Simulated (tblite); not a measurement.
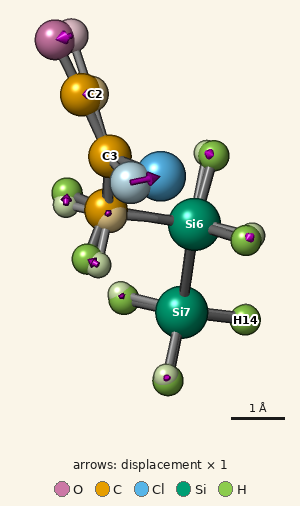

A relaxation of C3H7ClOSi2. The starting structure is drawn faded, the final one solid; purple arrows show the displacements, at their true length. The two geometries are superimposed by the best rigid fit.

The picture is a ball-and-stick view, seen from a free direction.

All numbers below come from tblite, GFN2-xTB geometry optimisation, gas phase. 

> Atoms of which element are displaced furthest, and by how much?

Chlorine: up to 0.63 Å, against 0.38 Å for oxygen.

> Describe the change and its energy.

The Cl atom moves most after the best rigid fit: 0.63 Å. By element the largest moves are Cl 0.63 Å, O 0.38 Å, H 0.25 Å, C 0.18 Å, Si 0.08 Å. Among the contacts that change: C–Si 1.879 → 1.924 Å, H–Si 1.499 → 1.466 Å, C–Cl 1.723 → 1.753 Å, C–O 1.185 → 1.167 Å. Bond angles that change, for instance: Si–Si–H 110.6° → 115.0°, C–Si–H 109.3° → 105.3°, Si–Si–H 110.6° → 113.7°. Groups turn about C–C by about 25°. After 92 geometry steps the energy has fallen by 3.41 kcal/mol.
